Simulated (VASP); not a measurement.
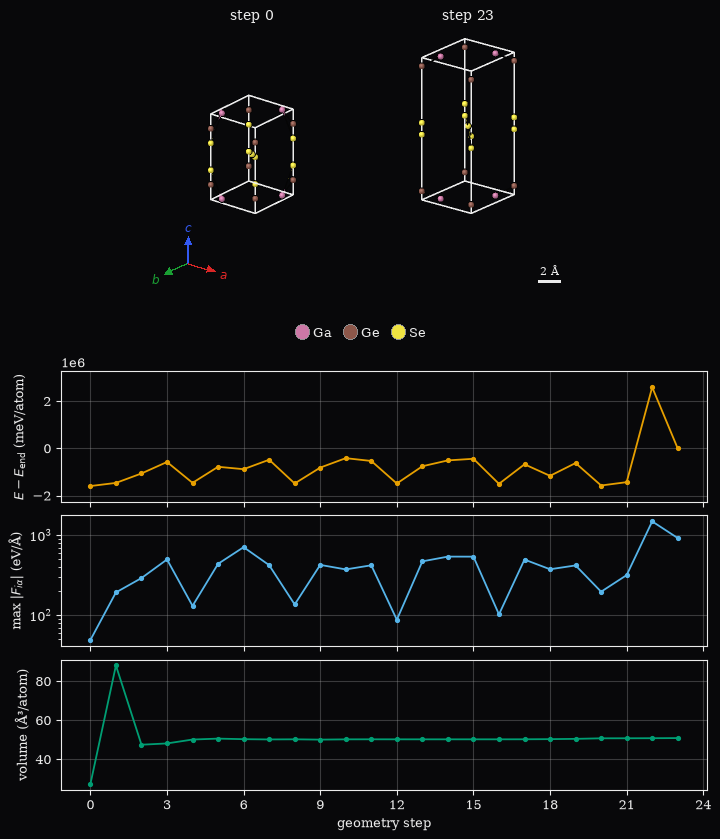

First and last geometry of a relaxation of crystalline Ga$_{2}$Ge$_{2}$Se$_{3}$ (a generated structure, set up in Cmmm), with the history of the run. The picture is a ball-and-stick view of the cell of the calculation, seen from a free direction.

The run lets cell and atoms move.

The calculation used Kohn-Sham DFT of a periodic cell, PBE, VASP PAW PBE potentials, recommended in VASP 6.6.1.

The input:
```
SYSTEM = Ga2Ge2Se3
PREC = Normal
ENCUT = 520
EDIFF = 1E-4
ISMEAR = 0
SIGMA = 0.15
LREAL = .False.
LASPH = .True.
NELM = 60
ALGO = Fast
ISIF = 3
LWAVE = .False.
LCHARG = .False.
GGA = PE
IBRION = 2
NSW = 24
EDIFFG = -0.08
```

Command:
```bash
cat potpaw_PBE.64/Ga_d/POTCAR potpaw_PBE.64/Ge_d/POTCAR potpaw_PBE.64/Se/POTCAR > POTCAR
mpirun -np 1 vasp_std > vasp.out
```

Question: What do the curves and the structures tell?

Answer: The relaxation stopped without meeting its thresholds, so the last structure isn't shown to be converged. The largest moves relative to the cell, 3.06 Å, are those of Se atoms. Largest moves by element: Se 3.06 Å, Ge 1.72 Å, Ga 0.59 Å. The drawn cell changes as follows: a = b 4.658 → 5.037 Å (+8.1 %), c 9.271 → 15.392 Å (+66.0 %), γ 107.9° → 114.2°; the volume changes by +86.1 %. Among the contacts that change: Ge–Se 1.579 → 7.408 Å, Ga–Se 3.332 → 8.513 Å, Se–Se 2.920 → 1.280 Å, Ga–Ga 2.019 → 3.449 Å. New bonds form: Ge–Ge (3.19 → 1.86 Å), Se–Se (2.92 → 1.28 Å). Bonds break: Ga–Ga (2.02 → 3.45 Å), Ge–Se (1.58 → 7.41 Å). Bond angles that change, for instance: Ge–Ga–Ge 115.4° → 56.6°, Ga–Ge–Ga 64.6° → 123.4°. The space group stays Cmmm (No. 65). After 23 geometry steps the energy has risen by 1592058 meV per atom. Largest force component: 49 eV/Å at the start, 920 eV/Å at the end. The pressure goes from 74.86 to 2185.27 GPa. The run ends above its starting energy, so the optimiser went astray. The volume changes by over a tenth within one run on a fixed set of plane waves, so the end point should be relaxed again from the new cell. It ran on 1 thread of Intel(R) Xeon(R) 6975P-C (Granite Rapids), with other jobs on the host.

Limits of the set-up: layers or molecules are held without a dispersion correction, so their spacing is unreliable.
